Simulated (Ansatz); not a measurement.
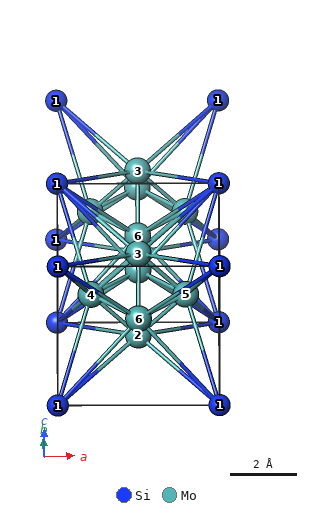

Starting structure of a crystal of SiMo₆ (a generated structure, set up in Pm-3m) (coarse preliminary run). The picture is a ball-and-stick view of the cell of the calculation, repeated 1 × 2 × 1 with one cell outlined, seen from a free direction.

All numbers below come from DFT PBE, scalar-relativistic, plane waves, PAW (Ansatz).

The input:
```yaml
crystal:
  lattice:
    - [4.9065277, 0.0, 0.0]
    - [0.0, 4.9065277, 0.0]
    - [0.0, 0.0, 4.9065277]
  atoms:
    - { symbol: Si, position: [0.0, 0.0, 0.0] }
    - { symbol: Mo, position: [0.5, 0.5, 0.207] }
    - { symbol: Mo, position: [0.5, 0.5, 0.793] }
    - { symbol: Mo, position: [0.207, 0.5, 0.5] }
    - { symbol: Mo, position: [0.793, 0.5, 0.5] }
    - { symbol: Mo, position: [0.5, 0.207, 0.5] }
    - { symbol: Mo, position: [0.5, 0.793, 0.5] }
basis:
  ecutwfc: 420
kpoints:
  mp_grid: { grid: [4, 4, 4] }
hamiltonian:
  xc: pbe
scf:
  occupations: { method: gaussian, width: 0.1 }
  lower_state_search: "off"
output:
  forces: true
  stress: true
  eigenvalues: true
relax:
  adjacent_minimum: "off"
  f_tol: 0.04
  max_steps: 70
  cell: { stress_tol: 0.4 }
```

Run as
```bash
ansatz run input.yaml --threads 1 --pin off --max-ram 2048MiB --backend cpu --events-out ev --progress --plain --runs-dir out
```

### Where does the relaxation end?

The largest moves relative to the cell, 0.041 Å, are those of Mo2, Mo3, Mo4, Mo5, Mo6 and Mo7. Mo3 goes along +c. Si stays in place. The drawn cell changes as follows: a = b = c 4.907 → 6.013 Å (+22.5 %); the volume changes by +84.0 %. Among the contacts that change: Si1–Mo2 3.615 → 4.419 Å, Mo2–Mo3 2.875 → 3.605 Å, Mo2–Mo4 2.033 → 2.549 Å, Mo2–Mo3 (another image) 2.031 → 2.408 Å. The space group stays Pm-3m (No. 221). Over 11 accepted moves (14 points after the start) the energy falls by 31.680 eV per cell of the calculation. Largest force component: 25 eV/Å at the start, 0.0021 eV/Å at the end. The pressure goes from 164.34 to −0.02 GPa. The line search rejected the trial step at point 11 of the run. The SCF was repeated twice at an unchanged geometry on a basis and grid sized afresh for the cell, which shifted the energy by 0.405 eV per cell of the calculation at most.

The structure at the end:

```xyz
7
Lattice="6.0125 0.0000 0.0000 0.0000 6.0125 0.0000 0.0000 0.0000 6.0125" Properties=species:S:1:pos:R:3 pbc="T T T"
Si    6.0125    6.0125    6.0125
Mo    3.0063    3.0063    1.2039
Mo    3.0063    3.0063    4.8086
Mo    1.2039    3.0063    3.0063
Mo    4.8086    3.0063    3.0063
Mo    3.0063    1.2039    3.0063
Mo    3.0063    4.8086    3.0063
```

The end point in the same view:

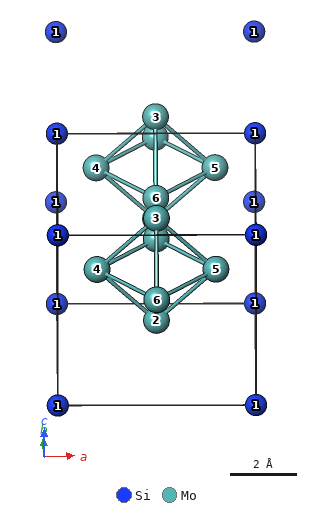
